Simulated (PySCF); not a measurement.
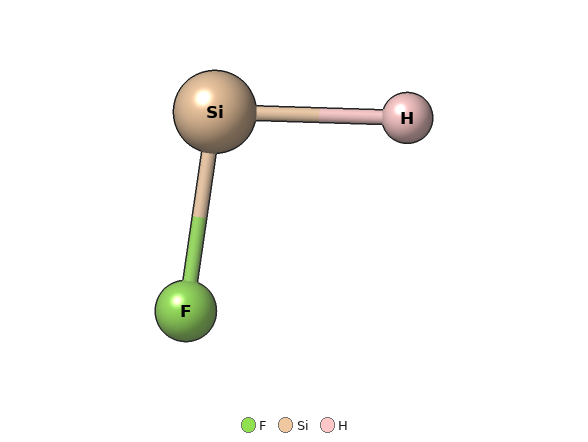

All atoms lie in one plane, which faces the viewer. The geometry was computed by an optimisation with PBE0-D3(BJ)/def2-TZVP. No frequency run is at hand to confirm it as a minimum.

> List the symmetry elements and name the point group.

It has 1 mirror plane, so the point group is Cs. The group has 2 operations. The geometry is achiral, and symmetry allows a dipole moment.
